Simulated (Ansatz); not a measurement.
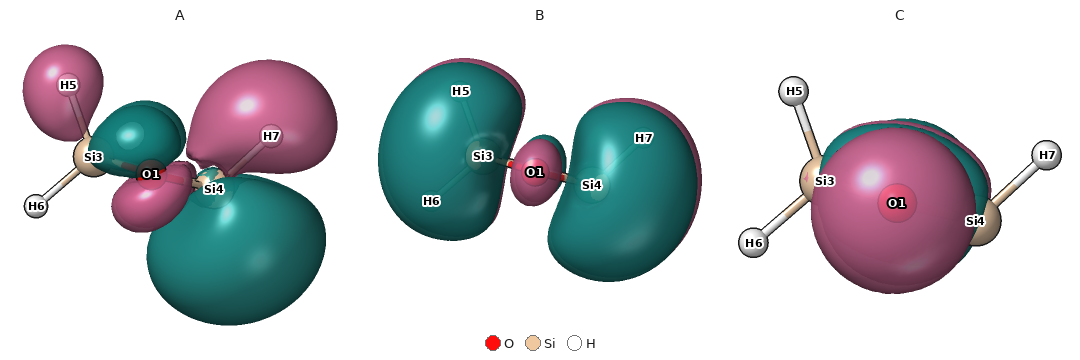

Figure. H3O2Si2 (doublet). Three frontier orbitals at ±0.05 Å⁻³ᐟ² (teal and pink are the two phases), in no order.

Geometry: B3LYP-D3(BJ)/def2-SVP.

Theory: Ansatz, isolated molecule in a Gaussian basis; Kohn-Sham density functional theory, functional PBE0.

Input file:

```
crystal:
  periodic: [false, false, false]
  atoms:
    - {symbol: O, position_ang: [-0.852755, -0.630818, 2.414663]}
    - {symbol: O, position_ang: [0.510169, -1.452274, 0.625148]}
    - {symbol: Si, position_ang: [-0.645831, -0.212663, 0.778002]}
    - {symbol: Si, position_ang: [0.297681, -1.891410, 2.267208]}
    - {symbol: H, position_ang: [-0.078522, 1.145269, 0.586736]}
    - {symbol: H, position_ang: [-1.857544, -0.413198, -0.052806]}
    - {symbol: H, position_ang: [1.535134, -1.639194, 3.093843]}
basis:
  gaussian:
    orbitals: def2-TZVPD
magnetization:
  spin_polarized: true
  initial_magnetization: 1
output: {forces: true, orbitals: {seedname: orbitals}}
hamiltonian:
  xc: {name: PBE0}
```

Command:

```sh
ansatz run input.yaml --threads 1 --pin off --max-ram 2610MiB --events-out events.jsonl --progress --plain --runs-dir runs
```

### Which picture is the HOMO−1, the HOMO and the LUMO? All are α orbitals.

C is the HOMO−1 (α) (−9.42 eV). By Hirshfeld shares it lies mainly on O1 (about 45 %) and O2 (about 45 %); largely a combination of lone pairs on O1 and O2. A is the HOMO (α) (−6.55 eV). By Hirshfeld shares it lies mainly on Si4 (about 65 %), H7 (about 15 %), O2 (about 10 %) and O1 (about 10 %). B is the LUMO (α) (−1.04 eV). It lies mainly on Si4 (about 45 %) and Si3 (about 35 %); π-bonding across Si4–Si3.

### What is the gap between the highest occupied and lowest empty α orbitals?

5.51 eV between the orbital energies.
